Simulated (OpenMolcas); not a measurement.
# CaF (SMILES [F][Ca]) at UHF/def2-QZVPP

Aim: the energy change on altering one bond length of CaF at UHF/def2-QZVPP, from 2 runs. 

The results are computed with OpenMolcas 26.06.

### 1 The system as given

CaF has 2 atoms, charge 0, and is taken as a doublet. SMILES: `[F][Ca]`. The shape is that of a PBE0-D4/def2-TZVP optimisation.

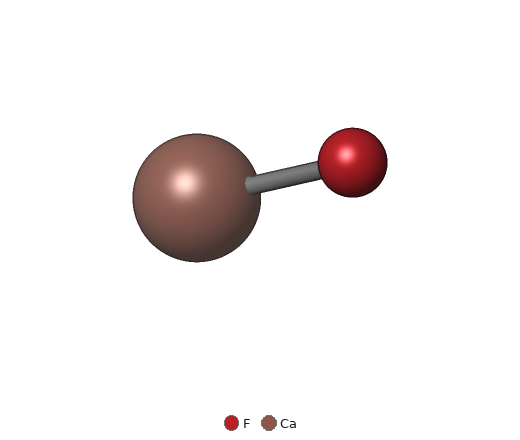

Viewed from a chosen angle; fluorine red, calcium brown.

### 2 A single-point energy at UHF/def2-QZVPP

File job.inp:

```
* CaF Hartree-Fock

&GATEWAY
 BasLib
 $CurrDir
 Coord
 2
 angstrom
 F        0.000000       0.000000      -0.048360
 Ca       0.000000       0.000000       1.901310
 Basis
 def2-QZVPP
 Group
 NoSym

&SEWARD

&SCF
 UHF
 Spin
 2
 PrOrbitals
 0
```

The basis set def2-QZVPP is read from a file made from the Basis Set Exchange's data (not shown).

Started as:

```bash
export MOLCAS_MEM=1860
pymolcas job.inp > job.log
```

What it wrote:

```text
--- Start Module: gateway ---
[...]
--- Stop Module: gateway /rc=_RC_ALL_IS_WELL_ ---
--- Start Module: seward ---
[...]
      Basis functions          127
--- Stop Module: seward /rc=_RC_ALL_IS_WELL_ ---
[...]
--- Start Module: scf ---
[...]
       Convergence after  13 Iterations
[...]
::    Total SCF energy                               -776.3281376722
[...]
      Total spin, S                                     0.5001339108
[...]
      Total electronic charge=   29.000000
      Total            charge=   -0.000000
[...]
      Dipole Moment (debye):
      Origin of the operator (angstrom)=    0.0000    0.0000    1.2731
                   X= -1.8121E-15               Y=  4.8323E-16               Z=  2.5865E+00           Total=  2.5865E+00
      Quadrupole Moment (debye*angstrom):
[...]
--- Stop Module: scf /rc=_RC_ALL_IS_WELL_ ---
[...]
```

Run time: 20 s. Hardware: 1 thread of Arm Neoverse N1, shared host; peak memory 0.86 GiB.

### 3 The distorted shape

File job.inp:

```
* CaF Hartree-Fock
>>> EXPORT MOLCAS_PRINT=2

&GATEWAY
  BASLIB = $CurrDir
  COORD
  2
  angstrom
  F        0.000000       0.000000      -0.535790
  Ca       0.000000       0.000000       1.901310
  BASIS = def2-QZVPP
  GROUP = NoSym

&SEWARD

&SCF
  UHF
  SPIN = 2
  PRORBITALS = 0
```

The basis set def2-QZVPP is read from a file made from the Basis Set Exchange's data (not shown).

Started as:

```bash
export MOLCAS_MEM=1860
pymolcas job.inp > job.log
```

What it wrote:

```text
--- Start Module: gateway ---
[...]
--- Stop Module: gateway /rc=_RC_ALL_IS_WELL_ ---
--- Start Module: seward ---
[...]
      Basis functions          127
--- Stop Module: seward /rc=_RC_ALL_IS_WELL_ ---
[...]
--- Start Module: scf ---
[...]
       Convergence after  13 Iterations
[...]
::    Total SCF energy                               -776.2951353313
[...]
      Total spin, S                                     0.5001341275
[...]
      Total electronic charge=   29.000000
      Total            charge=   -0.000000
[...]
      Dipole Moment (debye):
      Origin of the operator (angstrom)=    0.0000    0.0000    1.1160
                   X=  3.3246E-16               Y= -2.2690E-15               Z=  5.5067E+00           Total=  5.5067E+00
      Quadrupole Moment (debye*angstrom):
[...]
--- Stop Module: scf /rc=_RC_ALL_IS_WELL_ ---
[...]
```

Run time: 20 s. Hardware: 1 thread of Arm Neoverse N1, shared host; peak memory 0.86 GiB.

### 4 Results

At UHF/def2-QZVPP:

| quantity | value |
| --- | --- |
| first shape: total energy | -776.32814 Eh |
| first shape: dipole moment | 2.59 D |
| first shape: HOMO energy (highest over α and β) | -5.69 eV |
| first shape: LUMO energy (lowest over α and β) | 0.06 eV |
| first shape: ⟨S²⟩ | 0.750 |
| distorted shape: total energy | -776.29514 Eh |
| distorted shape: dipole moment | 5.51 D |
| distorted shape: HOMO energy (highest over α and β) | -6.38 eV |
| distorted shape: LUMO energy (lowest over α and β) | -0.32 eV |
| distorted shape: ⟨S²⟩ | 0.750 |
| energy change with the F1–Ca2 bond stretched from 1.950 to 2.437 Å | 0.898 eV |

What this shows: With the F1–Ca2 bond stretched from 1.950 to 2.437 Å the energy rises by 0.90 eV (86.6 kJ/mol). The first shape isn't relaxed at this level, so the change isn't measured from a minimum.
